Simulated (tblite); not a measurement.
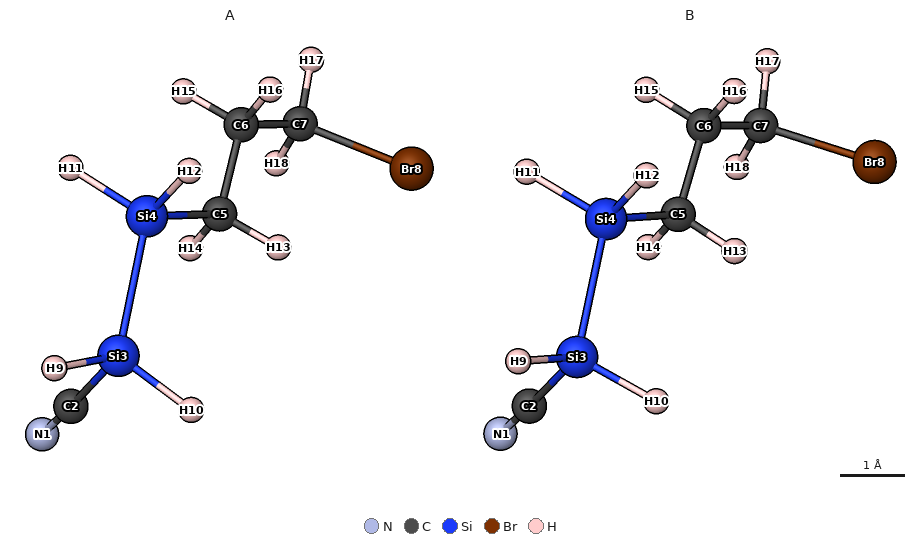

Two geometries of C₄H₁₀BrNSi₂, drawn at one scale. One is the start of a relaxation, the other its converged end. The picture is a ball-and-stick view, seen from a free direction.

Method: GFN2-xTB geometry optimisation, gas phase (tblite). 

Question: Which geometry has the lower energy?

Answer: Structure A is the relaxed one. After 46 geometry steps the energy has fallen by 0.145 eV. The atom that moves furthest after the best rigid fit is H10 (0.16 Å). By element the largest moves are H 0.16 Å, Br 0.12 Å, N 0.09 Å, C 0.08 Å, Si 0.06 Å. Among the contacts that change: Si4–C5 1.866 → 1.906 Å, Si3–Si4 2.291 → 2.317 Å, Si4–H12 1.496 → 1.470 Å, Si3–H10 1.487 → 1.467 Å. Bond angles that change, for instance: C2–Si3–H9 111.7° → 103.8°, C2–Si3–H10 111.0° → 103.5°, Si4–Si3–H10 109.9° → 116.9°.
